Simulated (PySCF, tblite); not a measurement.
# C7H13Al: geometry, infrared bands, NMR shifts and electronic excitations, part 2 of 2

tblite 0.8.0 and PySCF 2.14.0. Atoms count from 0. Earlier steps stand in the parts before.

## (5) Nuclear shieldings: PBE0/pcSseg-1

What the job is given:

```
{"job": {"kind": "nmr", "xc": "PBE0", "basis": "pcSseg-1"}, "charge": 0, "multiplicity": 1}
C     -2.307503    -0.510128    -0.088017
C     -2.591511     0.978388    -0.372672
Al    -0.786567     1.612441    -0.830759
C      0.181362    -0.002794    -0.221307
C      1.494100     0.109909     0.511769
C      2.455492    -1.047309     0.565661
C      2.790751     0.178172    -0.236666
C     -0.938020    -0.694797     0.582524
H     -2.306172    -1.068708    -1.042542
H     -3.096603    -0.974066     0.528944
H     -2.922198     1.485735     0.555231
H     -3.403903     1.129166    -1.100902
H     -0.267144     2.976022    -1.470855
H      0.354416    -0.604112    -1.140368
H      1.453140     0.713710     1.427496
H      2.178070    -1.954448     0.019927
H      3.012247    -1.232358     1.488545
H      3.578060     0.842219     0.130145
H      2.747862     0.102451    -1.327733
H     -0.977297    -0.248897     1.595141
H     -0.721627    -1.767114     0.737577
```

Level: GIAO PBE0/pcSseg-1 NMR shielding, non-relativistic, gas phase.

The log of the run:

```text
coarse grid: 17288 points
cycle   1  E = -516.3310728070  dE =  8.419e-01  |g| = 5.289e-01  |ddm| = 4.049e+00
cycle   2  E = -516.2877924890  dE =  4.328e-02  |g| = 6.712e-01  |ddm| = 1.164e+00
cycle   3  E = -516.4111100885  dE = -1.233e-01  |g| = 5.107e-02  |ddm| = 7.167e-01
cycle   4  E = -516.4116003575  dE = -4.903e-04  |g| = 2.904e-02  |ddm| = 8.743e-02
cycle   5  E = -516.4118012401  dE = -2.009e-04  |g| = 6.503e-03  |ddm| = 3.242e-02
cycle   6  E = -516.4118111008  dE = -9.861e-06  |g| = 1.319e-03  |ddm| = 6.899e-03
final grid: 160184 points
cycle   7  E = -516.4612540886  dE = -4.154e-05  |g| = 9.026e-03  |ddm| = 3.581e-02
cycle   8  E = -516.4612409000  dE =  1.319e-05  |g| = 1.150e-02  |ddm| = 1.913e-02
cycle   9  E = -516.4612761489  dE = -3.525e-05  |g| = 5.689e-04  |ddm| = 1.071e-02
cycle  10  E = -516.4612762099  dE = -6.100e-08  |g| = 2.468e-04  |ddm| = 7.530e-04
cycle  11  E = -516.4612762249  dE = -1.499e-08  |g| = 4.565e-05  |ddm| = 2.651e-04
cycle  12  E = -516.4612762254  dE = -4.246e-10  |g| = 1.408e-05  |ddm| = 5.754e-05
converged SCF energy = -516.4612762254

GIAO shielding tensors (ppm)
atom      isotropic    diamagn.    paramagn.     s11        s22        s33       span
  0 C      155.492     247.302     -91.810    142.231    156.269    167.976     25.745
  1 C      170.755     252.917     -82.162    158.305    167.041    186.918     28.613
  2 Al     244.739     796.599    -551.860    184.428    220.311    329.477    145.049
  3 C      146.346     247.490    -101.144    116.960    149.357    172.719     55.759
  4 C      170.698     241.726     -71.028    140.923    156.746    214.426     73.503
  5 C      174.482     253.861     -79.379    140.174    172.032    211.238     71.063
  6 C      177.221     254.377     -77.156    148.056    172.217    211.389     63.332
  7 C      146.963     247.044    -100.081    130.171    147.691    163.026     32.855
  8 H       30.145      30.981      -0.837     25.250     29.061     36.124     10.874
  9 H       28.984      29.251      -0.267     23.268     27.624     36.060     12.792
 10 H       31.282      30.050       1.232     26.693     28.736     38.416     11.722
 11 H       30.559      29.056       1.503     25.748     28.199     37.731     11.983
 12 H       25.429      28.795      -3.366     22.915     23.427     29.946      7.031
 13 H       32.201      33.051      -0.850     26.839     34.421     35.343      8.504
 14 H       30.803      31.047      -0.243     23.805     29.205     39.401     15.596
 15 H       31.253      31.424      -0.171     26.263     28.655     38.840     12.577
 16 H       30.761      30.054       0.708     25.163     26.229     40.892     15.729
 17 H       30.735      29.835       0.899     25.078     26.294     40.832     15.754
 18 H       31.292      31.261       0.031     25.840     29.032     39.004     13.164
 19 H       30.184      32.366      -2.182     25.409     30.338     34.804      9.395
 20 H       28.993      31.799      -2.806     23.573     29.355     34.051     10.478
```

Wall time 44 s (1 thread of Arm Neoverse V1, shared host); peak memory 0.98 GiB.

The references, computed at this level on geometries of the same kind, shield at (ppm): 1H TMS 31.27, 13C TMS 184.4, 27Al AlH4- 489.3. Their shielding less the atom's gives the shift. The references are single molecules in the gas phase. Shifts against hydride references such as AlH4− lie on their own scale.

| atoms | environment | σ (ppm) | δ (ppm) |
| --- | --- | --- | --- |
| C3 | sp3 CH bonded to Al | 146.3 | 38.1 |
| C7 | sp3 CH2 in a ring | 147.0 | 37.4 |
| C0 | sp3 CH2 in a ring | 155.5 | 28.9 |
| C4 | three-membered-ring carbon | 170.7 | 13.7 |
| C1 | sp3 CH2 bonded to Al | 170.8 | 13.7 |
| C5 | three-membered-ring carbon | 174.5 | 9.9 |
| C6 | three-membered-ring carbon | 177.2 | 7.2 |
| H12 | hydrogen on an aluminium bonded to 2 C, in a 5-membered ring | 25.43 | 5.84 |
| H9 | hydrogen on an sp3 CH2 in a ring | 28.98 | 2.28 |
| H20 | hydrogen on an sp3 CH2 in a ring | 28.99 | 2.27 |
| H8 | hydrogen on an sp3 CH2 in a ring | 30.14 | 1.12 |
| H19 | hydrogen on an sp3 CH2 in a ring | 30.18 | 1.08 |
| H11 | hydrogen on an sp3 CH2 bonded to Al | 30.56 | 0.71 |
| H17 | hydrogen on a three-membered-ring carbon | 30.73 | 0.53 |
| H16 | hydrogen on a three-membered-ring carbon | 30.76 | 0.51 |
| H14 | hydrogen on a three-membered-ring carbon | 30.80 | 0.46 |
| H15 | hydrogen on a three-membered-ring carbon | 31.25 | 0.01 |
| H10 | hydrogen on an sp3 CH2 bonded to Al | 31.28 | -0.01 |
| H18 | hydrogen on a three-membered-ring carbon | 31.29 | -0.03 |
| H13 | hydrogen on an sp3 CH bonded to Al | 32.20 | -0.93 |
| Al2 | aluminium bonded to 2 C, H, in a 5-membered ring | 244.7 | 244.5 |

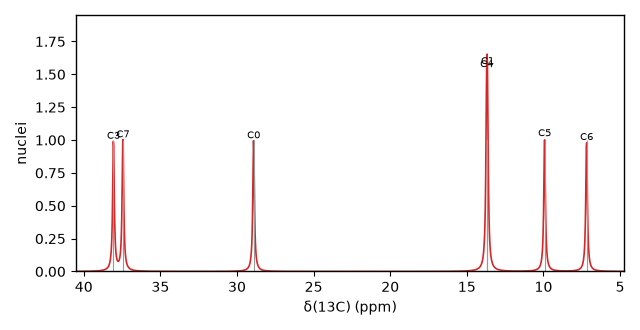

13C lines at the computed shifts, without couplings. Lines are broadened to a width of 0.12 ppm (Lorentzian).

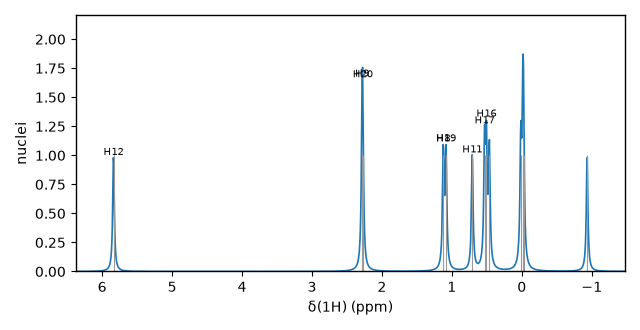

1H lines at the computed shifts, without couplings. Lines are broadened to a width of 0.03 ppm (Lorentzian).

Charges from the same density, by scheme (e):

| atoms | Mulliken | IAO | Hirshfeld | ESP fit |
| --- | --- | --- | --- | --- |
| C0 | -0.21 | -0.24 | -0.07 | 0.30 |
| C1 | -0.60 | -0.62 | -0.23 | -0.55 |
| Al2 | 0.91 | 0.86 | 0.53 | 0.72 |
| C3 | -0.54 | -0.44 | -0.16 | -0.05 |
| C4 | -0.24 | -0.11 | -0.05 | -0.30 |
| C5 | -0.19 | -0.30 | -0.10 | -0.18 |
| C6 | -0.20 | -0.29 | -0.09 | -0.43 |
| C7 | -0.17 | -0.24 | -0.08 | -0.27 |

ESP fit charges:

C0 0.30; C1 -0.55; Al2 0.72; C3 -0.05; C4 -0.30; C5 -0.18; C6 -0.43; C7 -0.27; H8 -0.05; H9 -0.05; H10 0.11; H11 0.08; H12 -0.28; H13 0.09; H14 0.19; H15 0.13; H16 0.11; H17 0.19; H18 0.15; H19 0.07; H20 0.04

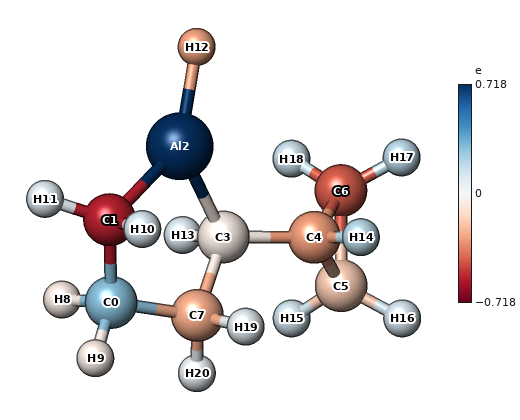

ESP fit charges, as colours on the atoms.

Mayer bond orders: C0–C1 1.01, C1–Al2 0.87, Al2–C3 0.83, C3–C4 1.00, C4–C5 0.94, C5–C6 0.97, C3–C7 0.98, C7–C0 1.03, C6–C4 0.96.

Ring of atoms C0, C1, Al2, C3, C7: NICS(0) -2.8, NICS(1) -2.9, NICS(1)zz -0.7 ppm (means of both faces).

Ring of atoms C4, C5, C6: NICS(0) -43.1, NICS(1) -8.5, NICS(1)zz -21.7 ppm (means of both faces).

In rings of three or four atoms NICS is ruled by the nearby σ bonds, so it says little on aromaticity.

## (6) Ultraviolet spectrum: B3LYP/def2-SVPD

The job, as its differences from that of step 5:

```diff
@@ -1,2 +1,2 @@
-{"job": {"kind": "nmr", "xc": "PBE0", "basis": "pcSseg-1"}, "charge": 0, "multiplicity": 1}
+{"job": {"kind": "uv", "xc": "B3LYP", "basis": "def2-SVPD", "ip": true}, "charge": 0, "multiplicity": 1}
 C     -2.307503    -0.510128    -0.088017
```

Method: TDDFT B3LYP/def2-SVPD, vertical, gas phase, core orbitals frozen in the response.

The log of the run:

```text
coarse grid: 17288 points
cycle   1  E = -516.5252641853  dE =  7.260e-01  |g| = 5.923e-01  |ddm| = 7.533e+00
cycle   2  E = -516.4293837580  dE =  9.588e-02  |g| = 8.326e-01  |ddm| = 2.477e+00
cycle   3  E = -516.6272780245  dE = -1.979e-01  |g| = 6.724e-02  |ddm| = 1.494e+00
cycle   4  E = -516.6282773400  dE = -9.993e-04  |g| = 3.678e-02  |ddm| = 2.541e-01
cycle   5  E = -516.6286113989  dE = -3.341e-04  |g| = 8.697e-03  |ddm| = 8.574e-02
cycle   6  E = -516.6286305188  dE = -1.912e-05  |g| = 1.827e-03  |ddm| = 2.479e-02
cycle   7  E = -516.6286313538  dE = -8.350e-07  |g| = 5.338e-04  |ddm| = 4.976e-03
final grid: 160184 points
cycle   8  E = -516.7209786981  dE = -6.019e-05  |g| = 5.701e-03  |ddm| = 2.435e-01
cycle   9  E = -516.7209708267  dE =  7.871e-06  |g| = 7.805e-03  |ddm| = 2.501e-02
cycle  10  E = -516.7209877351  dE = -1.691e-05  |g| = 4.932e-04  |ddm| = 1.366e-02
cycle  11  E = -516.7209877823  dE = -4.721e-08  |g| = 2.606e-04  |ddm| = 1.630e-03
cycle  12  E = -516.7209877995  dE = -1.719e-08  |g| = 4.026e-05  |ddm| = 6.313e-04
cycle  13  E = -516.7209877999  dE = -3.805e-10  |g| = 1.294e-05  |ddm| = 1.447e-04
converged SCF energy = -516.7209877999

Static polarisability (au): isotropic 107.789, principal 87.264 113.390 122.713

Singlet excitations
state   eV       nm        f      main configurations
  1   3.9574    313.3   0.00147   H->L 0.99
  2   4.9903    248.5   0.00042   H-1->L 0.98
  3   5.5251    224.4   0.01710   H->L+1 0.98
  4   5.7961    213.9   0.00021   H-2->L 0.98
  5   6.0768    204.0   0.03936   H->L+2 0.96
  6   6.3039    196.7   0.00697   H->L+3 0.85, H->L+5 0.10
  7   6.3720    194.6   0.00126   H-3->L 0.45, H->L+5 0.36, H->L+3 0.10
  8   6.4125    193.3   0.00976   H-3->L 0.48, H->L+5 0.46
  9   6.5327    189.8   0.03564   H->L+4 0.65, H-4->L 0.26
 10   6.5795    188.4   0.03135   H-4->L 0.71, H->L+4 0.22

Triplet excitations (Tamm-Dancoff, eV): 3.7395 4.6757 5.2856 5.7520
Vertical ionisation energy (delta-SCF) = 8.1440 eV
Vertical electron affinity (delta-SCF) = -0.3615 eV
```

Wall time 5.3 min (1 thread of Arm Neoverse V1, shared host); peak memory 1.1 GiB.

Frontier orbitals and where they lie:

| orbital | eV | atoms |
| --- | --- | --- |
| HOMO−3 | -8.47 | C5 20 %, C4 18 %, C6 11 % |
| HOMO−2 | -7.85 | C6 34 %, C4 18 %, C5 16 % |
| HOMO−1 | -7.36 | C1 26 %, Al2 20 %, H12 17 % |
| HOMO | -6.27 | C3 26 %, Al2 15 %, C1 12 % |
| LUMO | -1.26 | Al2 56 %, H12 11 %, C1 9 % |
| LUMO+1 | 0.07 | Al2 52 %, C1 8 %, H11 5 % |
| LUMO+2 | 0.60 | Al2 32 %, H12 12 %, C6 9 % |

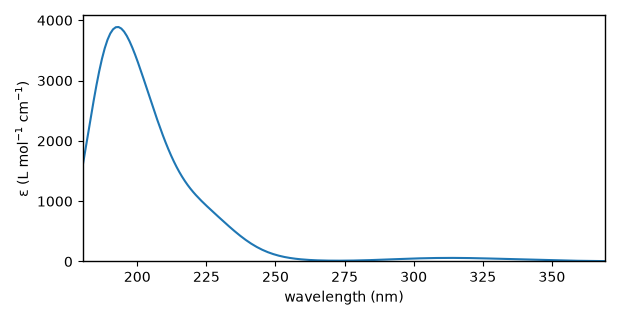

Absorption spectrum: each of the 10 states is a Gaussian band of 0.4 eV half-width at 1/e. Beyond the last state computed it falls off for lack of states.

Further results of this job:

| property | computed |
| --- | --- |
| dipole moment (D) | 0.25 |
| polarisability (Å³) | 15.97 |
| HOMO–LUMO gap (eV) | 5.01 |
| −ε(HOMO) (eV) | 6.27 |

## (7) Outcome

This closing draws on all 2 parts.

```
                                 quantity                                                                                value
strongest single infrared mode (GFN2-xTB)                                                                1814 cm⁻¹, 561 km/mol
             zero-point energy (GFN2-xTB)                                                                       109.8 kcal/mol
                              point group                                                                                   C1
     rotational constants (main isotopes)                                                                 3.46, 1.06, 0.86 GHz
   13C shifts against TMS (PBE0/pcSseg-1)                                           38.1, 37.4, 28.9, 13.7, 13.7, 9.9, 7.2 ppm
    1H shifts against TMS (PBE0/pcSseg-1)  5.84, 2.28, 2.27, 1.12, 1.08, 0.71, 0.53, 0.51, 0.46, 0.01, -0.01, -0.03, -0.93 ppm
27Al shifts against AlH4- (PBE0/pcSseg-1)                                                                            244.5 ppm
         lowest singlet (B3LYP/def2-SVPD)                                                          3.96 eV (313 nm), f = 0.001
 brightest single state of those computed                                                          state 5, 6.08 eV, f = 0.039
                           lowest triplet                                                                              3.74 eV
        vertical ionisation energy (ΔSCF)                                                                              8.14 eV
        vertical electron affinity (ΔSCF)                                     -0.36 eV (unbound: the value hangs on the basis)
```

In words: Over 84 steps the energy fell by 0.877 eV; of the close pairs, Al2–C3 changed most, 1.952 to 2.017 Å (GFN2-xTB). All 57 modes are real, so the xTB geometry is a minimum. The strongest single mode, at 1814 cm⁻¹, moves mainly H12. GFN2-xTB is a fitted tight-binding method: band positions and strengths are rough. Its intensities can rank the bands wrongly. Over 7 steps the energy fell by 0.249 eV; of the close pairs, Al2–C3 changed most, 2.045 to 1.979 Å (PBE0/def2-SVP). No frequency check was run at this level, so the end point may be a saddle. At PBE0/pcSseg-1: The largest span, 145 ppm, is at Al2, where the paramagnetic term is -552 ppm. The lowest singlet, at 3.96 eV, is HOMO→LUMO 0.99 and is weak; of the 10 states computed, the strongest absorption comes from state 5 at 6.08 eV (the last state computed is bright too, and its partners may lie past the list). The lowest triplet lies 0.22 eV below the lowest singlet (triplets in Tamm-Dancoff, singlets in full TDDFT). The orbital energy would give 6.27 eV for ionisation, ΔSCF gives 8.14 eV.
